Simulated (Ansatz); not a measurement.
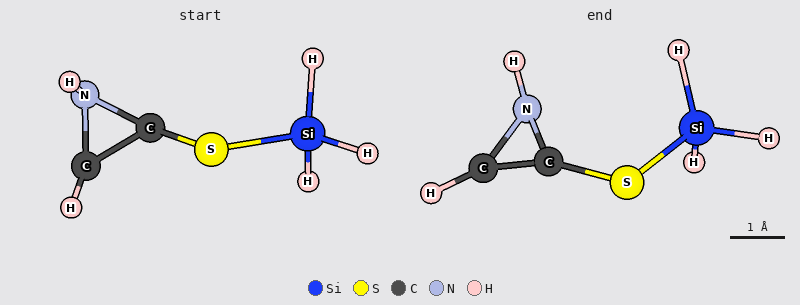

The structure of C₂H₅NSSi (coarse preliminary run) before (left) and after (right) a relaxation, at one scale.

The picture is a ball-and-stick view, seen at a tilt.

The start comes from a force field.

All numbers below come from RKS PBE-D4/def2-SVP in Ansatz. Settings: force threshold 0.03 eV/Å; at most 200 steps.

> What changed between the two?

An H atom moves most after the best rigid fit: 1.27 Å. Largest moves by element: H 1.27 Å, C 0.93 Å, N 0.93 Å, S 0.76 Å, Si 0.24 Å. Near-neighbour distances that change, for instance: C–N 1.366 → 1.532 Å, C–N 1.375 → 1.509 Å, C–C 1.431 → 1.298 Å, H–Si 1.428 → 1.498 Å. Among the angles between lasting bonds that change: C–C–H 118.5° → 157.4°, S–C–C 126.0° → 158.9°, C–N–C 62.9° → 50.5°. After 15 accepted moves (16 points after the start) the energy has fallen by 206.9 kJ/mol. Largest force component: 7.9 eV/Å at the start, 0.0084 eV/Å at the end. The line search rejected the trial step at point 14 of the run. The run took 18 s on 4 threads of Arm Neoverse V2, on a shared host.
